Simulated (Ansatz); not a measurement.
ZnCu (CsCl type)

```
ZnCu
1.0
    5.92765     0.00000     0.00000
    2.96382     2.96382     0.00000
    2.96382     0.00000     2.96382
Zn Cu
2 2
Direct
  0.00000   0.00000   0.00000
  0.50000   0.00000   0.00000
  0.75000   0.50000   0.50000
  0.25000   0.50000   0.50000
```

A phonon eigenvector at R = (0.5, 0.5, 0.5) is frozen into this cell: atom i moves by Q times the vector below, so Q is the largest atomic displacement, in Å. The cell is held. It is one choice among 3 degenerate patterns. (q is in reciprocal vectors of the primitive cell; the cell shown is doubled to hold the pattern.)

```csv
atom,x,y,z
Zn1,0.000,0.000,1.000
Zn2,0.000,0.000,-1.000
```

Atoms not listed stay in place.

The numbers are results of PBE (plane waves to 420 eV, PAW, scalar-relativistic; Ansatz, a program for electronic structure), not measurements. k mesh 16×16×16 (Γ-centred), Fermi-Dirac smearing 0.05 eV. Energies are smeared free energies. Compression counts positive. With partly filled bands, energies and forces of such displacements shift with the k mesh and the smearing. ZnCu is run without spin polarisation. ZnCu was relaxed with its symmetry unable to fall. ΔE is measured from the undisplaced structure.

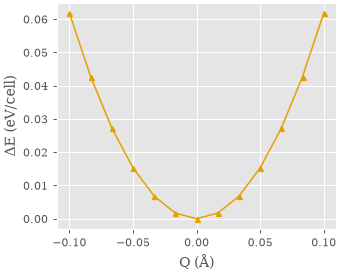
Figure. ΔE (eV/cell) against Q (Å); markers are the computed points, lines only join them.

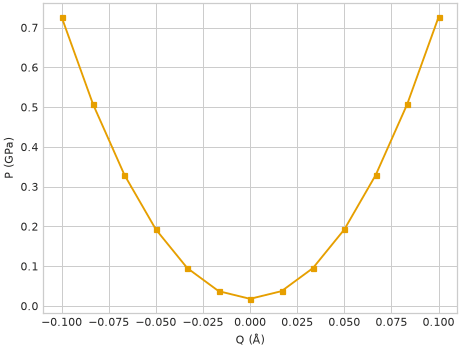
Fig. 1. P (GPa) against Q (Å); one marker a computed point.

The energy at Q = 0.100 Å is 62 meV/cell. Wavenumber by perturbation theory (DFPT, on another k mesh): 160 cm⁻¹. Harmonic wavenumber from the curvature (finite differences): 159 cm⁻¹. Symmetry of the curve: even: the same for both signs. Space group of the distorted cell: I4/mmm (No. 139), lowered from Pm-3m.

E″ = 12.19 eV/Å², M = Σ mᵢ|uᵢ|² = 130.8 u, ν̃ = 521.5·√(|E″|/M).

(A displaced cell: forces are minus the slopes of the energy, force constants its curvatures, and phonons follow from these.)
